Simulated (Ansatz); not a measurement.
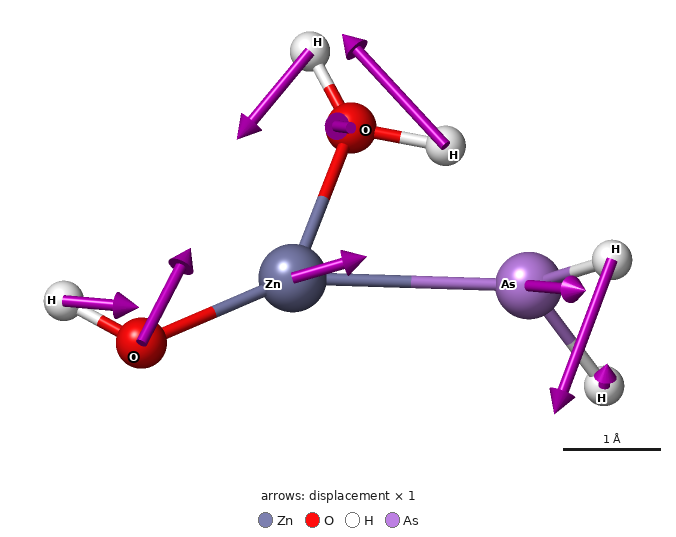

A relaxation of ZnAsH$_{5}$O$_{2}$ (started from a transition state, displaced along its imaginary mode). The starting structure is drawn; purple arrows show the displacements, at their true length. The two geometries are superimposed by the best rigid fit.

The picture is a ball-and-stick view, seen at a tilt.

Computed with RKS PBE0-D4/def2-TZVP (Ansatz). (force threshold 0.005 eV/Å; at most 200 steps)

Question: What did the optimiser do to the structure, and how much energy did it gain?

Answer: After 46 accepted moves (56 points after the start) the energy has fallen by 1.381 eV. The largest force component goes from 2.4 to 0.0043 eV/Å. The line search rejected the trial steps at points 8, 11, 14, 18, 23, 30, 33, 39 and more of the run. The atom that moves furthest after the best rigid fit is an H atom (1.74 Å). Largest moves by element: H 1.74 Å, O 1.23 Å, As 0.94 Å, Zn 0.81 Å. Some distances before and after: As–H 1.924 → 4.310 Å, O–Zn 2.014 → 2.239 Å, As–Zn 2.453 → 2.367 Å, H–O 1.006 → 0.960 Å. Bond angles that change, for instance: O–Zn–O 136.8° → 76.4°, Zn–O–H 134.9° → 83.5°, O–Zn–As 72.9° → 117.1°. Groups turn about O–Zn by about 160°.
